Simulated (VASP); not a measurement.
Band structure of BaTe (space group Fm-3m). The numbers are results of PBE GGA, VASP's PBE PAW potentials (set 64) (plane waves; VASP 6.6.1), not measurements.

Unless said otherwise, spin-orbit coupling is left out, though it shifts the bands of the heavy elements here.

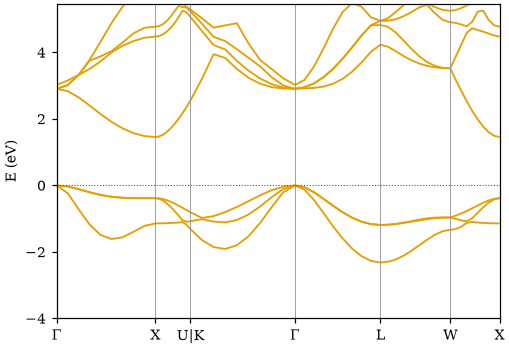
Fig. 1. Bands along high-symmetry lines, zero at the valence-band maximum or, without a gap, the Fermi level

**Question.** Read the plot: is there a gap, and where are the band edges?

**Answer.** The gap is indirect, 1.45 eV, from the valence maximum at Γ to the conduction minimum at X.

The structure comes from a computed database's BaTe entry; how it stands against other phases isn't given here. The cell was not relaxed at this level.
